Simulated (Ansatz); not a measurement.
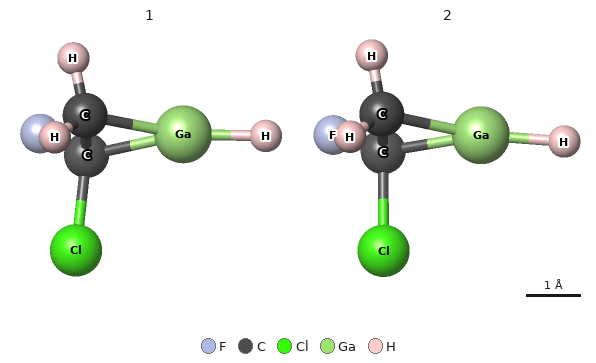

Two geometries of C2H3ClFGa, drawn at one scale. One is the start of a relaxation, the other its converged end. The picture is a ball-and-stick view, seen from a free direction.

All numbers below come from RKS PBE0-D4/def2-TZVP in Ansatz 0.2.0. (force threshold 0.005 eV/Å; at most 150 steps)

Which of the two is the end point?

Answer. Structure 1 is the relaxed one. The start comes from PBE-D4/def2-SVP. The energy falls by 0.049 eV in 11 accepted moves (12 points after the start). The largest force component goes from 0.44 to 0.0012 eV/Å. The line search rejected the trial step at point 10 of the run. The Cl atom moves most after the best rigid fit: 0.18 Å. Largest moves by element: Cl 0.18 Å, H 0.10 Å, F 0.09 Å, C 0.08 Å, Ga 0.02 Å. Among the contacts that change: C–Cl 1.869 → 1.797 Å, C–Ga 2.001 → 1.967 Å, C–H 1.111 → 1.094 Å, Ga–H 1.551 → 1.536 Å. Bond angles that change, for instance: Cl–C–Ga 95.2° → 104.0°, F–C–Ga 146.9° → 140.1°, F–C–C 120.0° → 117.6°. The run took 28 s on 4 threads of Intel Xeon Platinum 8488C (shared host).
